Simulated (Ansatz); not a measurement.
C₂H₄AlN

Input

```
crystal:
  periodic: [false, false, false]
  atoms:
    - {symbol: C, position_ang: [-0.215734, 2.071919, 0.367363]}
    - {symbol: C, position_ang: [-0.074922, 0.786082, 0.136231]}
    - {symbol: N, position_ang: [0.053251, -0.384475, -0.074254]}
    - {symbol: Al, position_ang: [0.241834, -2.114336, -0.386352]}
    - {symbol: H, position_ang: [-0.544041, 2.731278, -0.423366]}
    - {symbol: H, position_ang: [-0.003523, 2.472131, 1.348470]}
    - {symbol: H, position_ang: [-0.089742, -2.613967, -1.843439]}
    - {symbol: H, position_ang: [0.725077, -3.005933, 0.819548]}
basis:
  gaussian: {orbitals: def2-TZVPP}
hamiltonian: {xc: pbe0, dispersion: d4}
output: {orbitals: {seedname: orbitals}}
```

Launched as:

```sh
ansatz run in.yaml --threads 2 --pin off --events-out ev --progress --plain --max-ram 4352MiB
```

Geometry: PBE0-D4/def2-TZVP.

The calculation used Ansatz, RKS PBE0-D4/def2-TZVPP.

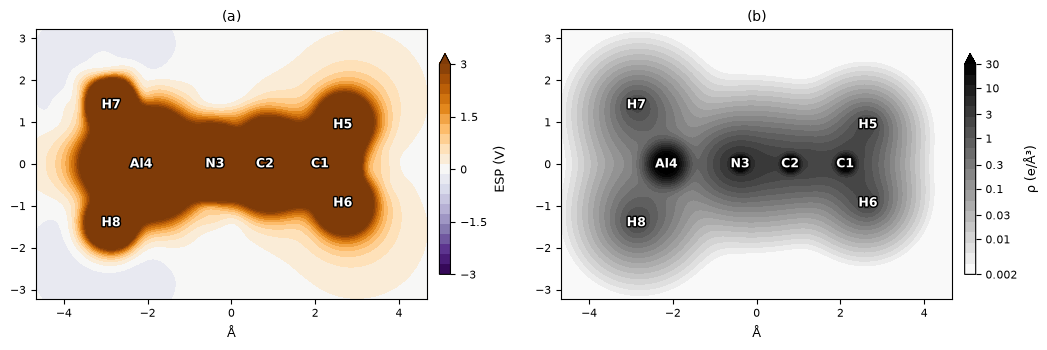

Figure 1. (a) electrostatic potential; (b) electron density on the molecular plane.

> Read the bonding off the picture.

The section cuts through C, N, Al and H sites.
C–N (1.20 Å): the density is about 3.3 e/Å³ at the midpoint.
C–C (1.31 Å): ρ is about 2.3 e/Å³ halfway.
Al–N (1.77 Å): ρ at the midpoint is about 0.81 e/Å³.
C–H (1.08 Å): ρ is about 2 e/Å³ halfway.
Al–H (1.58 Å): ρ at the midpoint is about 0.57 e/Å³.
The potential has no marked negative region in this plane.

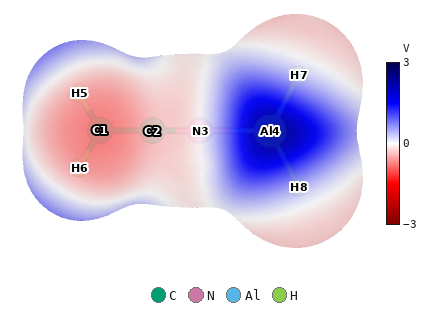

Figure 2. The electrostatic potential painted on the density surface at 0.001 e/bohr³, seen across its widest extent; the colour scale runs from red (negative) to blue (positive).

> Which sites attract a positive test charge, and which a negative one?

A positive charge is drawn to the negative regions and a negative charge to the positive ones. The most negative region (about −0.7 V) lies over the π face of C1, the most positive (about +2.3 V) over Al4.

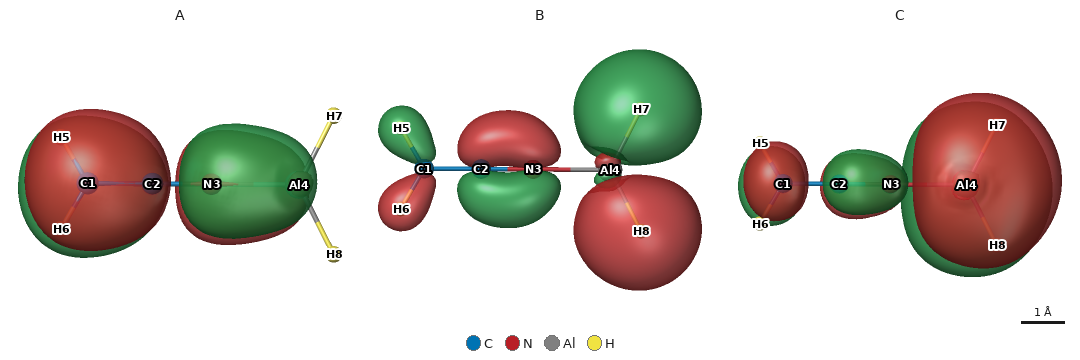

Figure 3. Three frontier orbitals at ±0.06 Å⁻³ᐟ² (green and red are the two phases), in no order.

> Which picture is the HOMO−1, the HOMO and the LUMO?

B is the HOMO−1 (−8.61 eV). It lies mainly on Al4 (about 30 %), H8 (about 25 %), H7 (about 25 %) and N3 (about 5 %); it is symmetric in the molecular plane (an in-plane orbital: σ, lone-pair or in-plane π type). A is the HOMO (−6.26 eV). Its weight (Hirshfeld) is mainly on C1 (about 45 %), N3 (about 25 %), C2 (about 15 %) and Al4 (about 10 %); it changes sign across the molecular plane (π type); π-bonding across C1–C2 and N3–Al4; π-antibonding (a node) across C2–N3. C is the LUMO (−1.39 eV). It lies mainly on Al4 (about 75 %); it changes sign across the molecular plane (π type).

> What is the HOMO–LUMO gap?

4.87 eV between the orbital energies.
